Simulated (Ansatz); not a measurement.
Pulling on the Ge1–H4 bond in FGeH3O (SMILES [OH][GeH2][F]) (multiplicity 1 held, fragments rigid). Energies count from the point at 1.527 Å.
Geometry at that point (charge 0, multiplicity 1):
| atom | x (Å) | y (Å) | z (Å) |
|---|---|---|---|
| Ge | -0.2275 | -0.2509 | 0.0266 |
| O | 1.4557 | -0.4002 | -0.5045 |
| F | -0.5458 | 1.4465 | 0.3099 |
| H | -1.0848 | -0.6963 | -1.1554 |
| H | -0.4698 | -0.9323 | 1.3808 |
| H | 2.0998 | -0.1604 | 0.1698 |

Restricted levels (R-, RO-) in cc, def2 and unpolarised 6-31G sets keep to the state of the molecule at rest. Active spaces are followed from a long bond inwards. Levels need not reach the same state.

Cores are frozen in the correlated methods. Filled d and f shells under p-block atoms count as core.

Codes used: Ansatz (a quantum-chemistry and plane-wave program) with Gaussian orbitals. Each number belongs to the level named beside it.

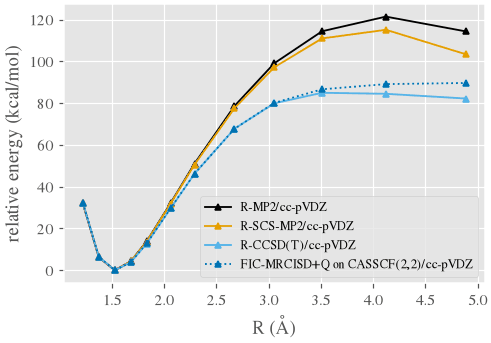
Figure: Relative energy along the coordinate

Doubts at one or more of the structures used: a restricted determinant that unrestricted orbitals would lower (R-MP2/cc-pVDZ, R-SCS-MP2/cc-pVDZ, R-CCSD(T)/cc-pVDZ); other coupled-cluster roots lie near (R-CCSD(T)/cc-pVDZ).
